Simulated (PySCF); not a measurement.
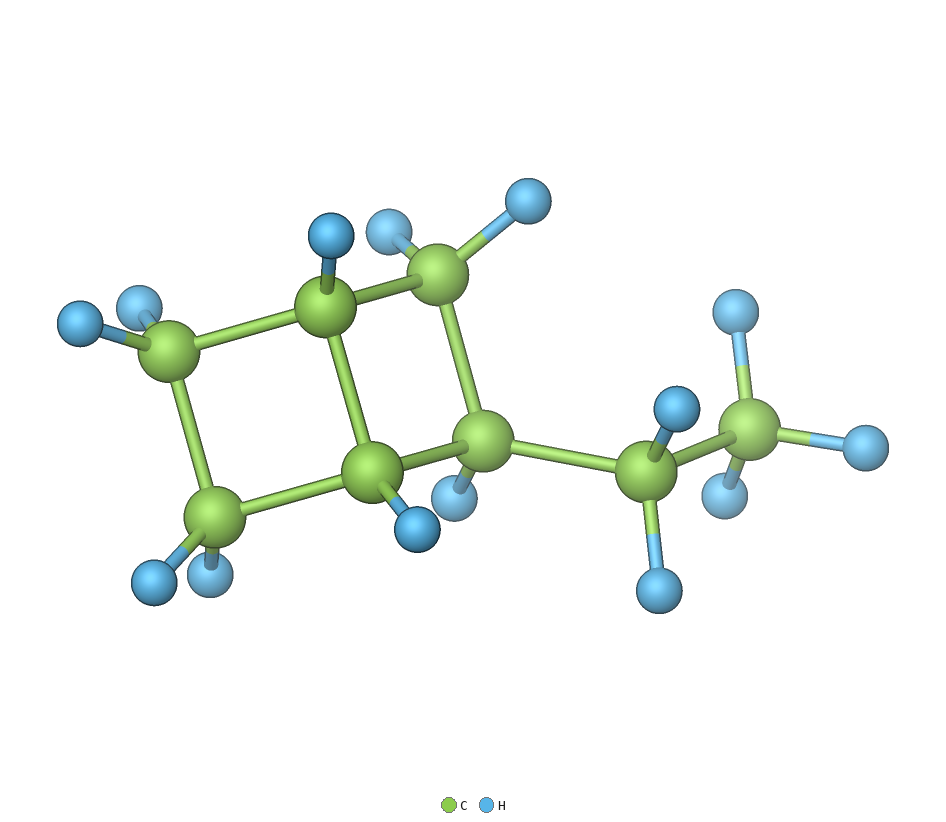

Distant atoms are faded towards the background colour. The geometry was computed by an optimisation with GFN2-xTB. No frequency run is at hand to confirm it as a minimum.

Question: List the symmetry elements and name the point group.

Answer: It has no symmetry element but the identity, so the point group is C1. The group has 1 operation. The geometry is chiral, and symmetry allows a dipole moment.
